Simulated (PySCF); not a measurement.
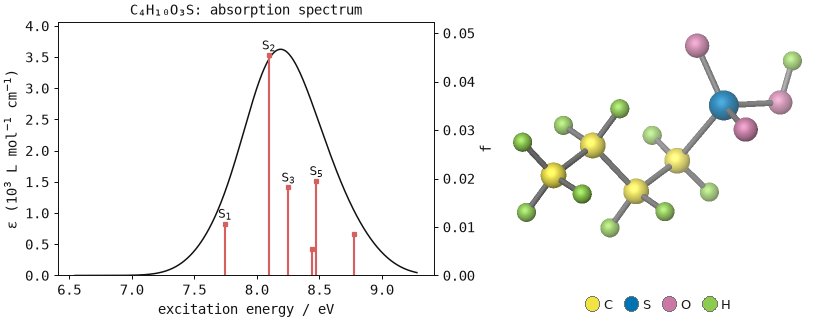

Computed absorption of C₄H₁₀O₃S (1-butanesulfonic acid), SMILES CCCCS(=O)(=O)O. Vertical TDDFT excitations, PBE0/def2-SVPD in PySCF, at a GFN2-xTB geometry (no frequency check), gas phase. Only the first 6 singlet excitations are included; each is broadened by a Gaussian of 1/e half-width 0.33 eV. Sticks give oscillator strengths (right axis).

Q: Where is the lowest singlet, and is it bright?

A: S1 lies at 7.75 eV (160 nm) with f = 0.011, mainly HOMO → LUMO (93 %); it is weak.

Q: Does any vertical transition fall in the visible?

A: No singlet lies below 3.1 eV (beyond 400 nm), so at this level no vertical transition falls in the visible.

Q: List the transitions behind the spectrum.

A:
```tsv
state	E (eV)	λ (nm)	f	main character
S1	7.75	160	0.011	HOMO → LUMO (93 %)
S2	8.10	153	0.045	HOMO−1 → LUMO (80 %)
S3	8.25	150	0.018	HOMO → LUMO+1 (48 %)
S4	8.44	147	0.006	HOMO−1 → LUMO+1 (64 %)
S5	8.48	146	0.020	HOMO−2 → LUMO (72 %)
S6	8.78	141	0.009	HOMO−2 → LUMO+1 (46 %)
```

Known limits of this run: the tight-binding geometry is rougher than a DFT one and adds to the error; one conformer of a flexible molecule; core orbitals are frozen in the response.
